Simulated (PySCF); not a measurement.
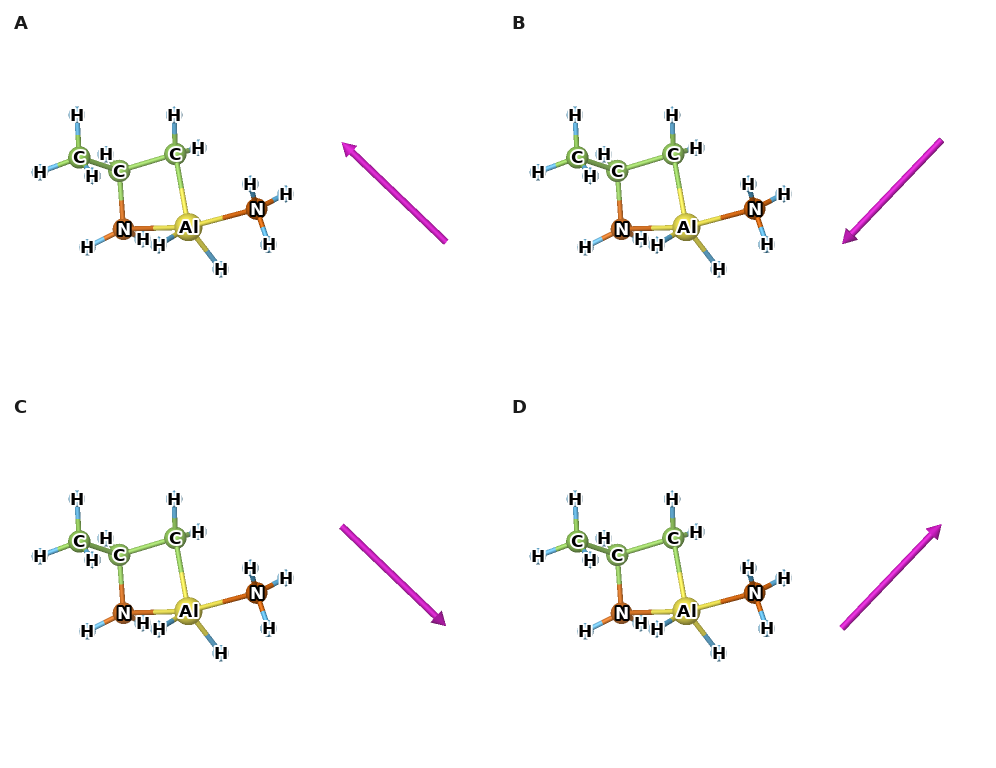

The same molecule four times, each with an arrow. The computed structure is the end point of a GFN2-xTB optimisation. No frequency run is at hand to confirm it as a minimum. Method: CAM-B3LYP/def2-SVPD, gas phase (PySCF 2.14.0).

Which arrow points along the dipole moment, from the negative to the positive end?

Answer. D. The dipole moment is 1.65 D.

The geometry is semi-empirical. Around Al such bond lengths and angles can be off by a tenth of an ångström or more and by several degrees, and values that hang on the shape move with them.
